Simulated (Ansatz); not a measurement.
# A computed series for TiC: response to strain

The parent structure is TiC in the rock salt structure (space group Fm-3m, No. 225; relaxed with 0.1 eV smearing).

```yaml
crystal:
  lattice:
    - [0.00000, 2.13046, 2.13046]
    - [2.13046, 0.00000, 2.13046]
    - [2.13046, 2.13046, 0.00000]
  atoms:
    - { symbol: Ti, position: [0.00000, 0.00000, 0.00000] }
    - { symbol: C, position: [0.50000, 0.50000, 0.50000] }
```

Strains are applied to the cell and any free atomic positions relax.

Method: Ansatz (a quantum-chemistry and plane-wave program), LDA, PAW, cutoff 420 eV, spin-orbit coupling left out.

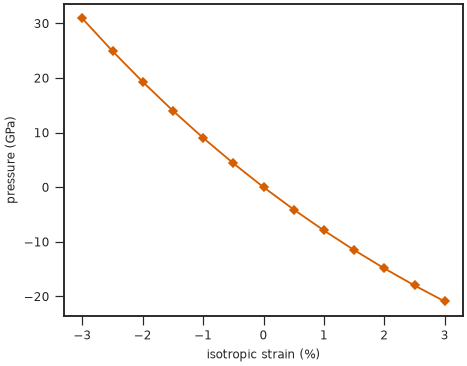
Pressure against isotropic strain

```json
[
 {"isotropic strain (%)": "-3", "pressure": "30.9 GPa"},
 {"isotropic strain (%)": "-2.5", "pressure": "24.9 GPa"},
 {"isotropic strain (%)": "-2", "pressure": "19.3 GPa"},
 {"isotropic strain (%)": "-1.5", "pressure": "14.0 GPa"},
 {"isotropic strain (%)": "-1", "pressure": "9.0 GPa"},
 {"isotropic strain (%)": "-0.5", "pressure": "4.4 GPa"},
 {"isotropic strain (%)": "0.5", "pressure": "-4.1 GPa"},
 {"isotropic strain (%)": "1", "pressure": "-7.9 GPa"},
 {"isotropic strain (%)": "1.5", "pressure": "-11.5 GPa"},
 {"isotropic strain (%)": "2", "pressure": "-14.9 GPa"},
 {"isotropic strain (%)": "2.5", "pressure": "-18.0 GPa"},
 {"isotropic strain (%)": "3", "pressure": "-20.9 GPa"}
]
```

Stability against distortions was not tested. All final runs are without spin polarisation.
